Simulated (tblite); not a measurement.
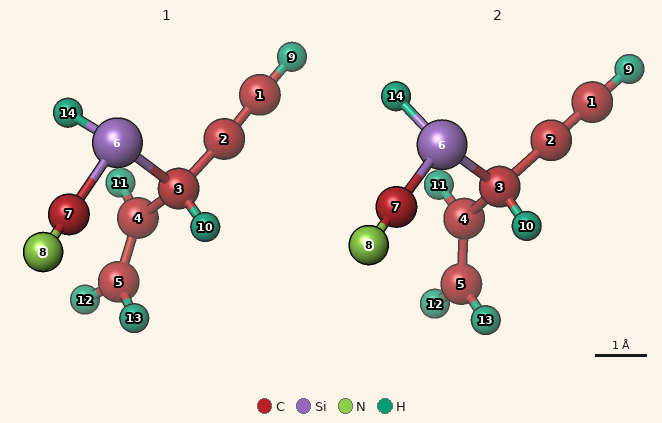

Two geometries of C6H6NSi (charge −1), drawn at one scale. One is the start of a relaxation, the other its converged end. A ball-and-stick model, seen from a free direction.

The calculation used GFN2-xTB geometry optimisation, gas phase (tblite). 

Q: Which of the two is the end point?

A: Structure 1 is the relaxed one. After 72 geometry steps the energy has fallen by 11.1 kcal/mol. The largest move after the best rigid fit is that of H13, 0.52 Å. Largest moves by element: H 0.52 Å, C 0.44 Å, N 0.40 Å, Si 0.13 Å. Near-neighbour distances that change, for instance: C3–Si6 1.876 → 1.986 Å, C2–C3 1.482 → 1.427 Å, C3–C4 1.514 → 1.466 Å, Si6–C7 1.870 → 1.845 Å. Bond angles that change, for instance: Si6–C7–N8 178.9° → 162.3°, C7–Si6–H14 112.7° → 100.7°, C3–Si6–H14 111.9° → 100.8°.
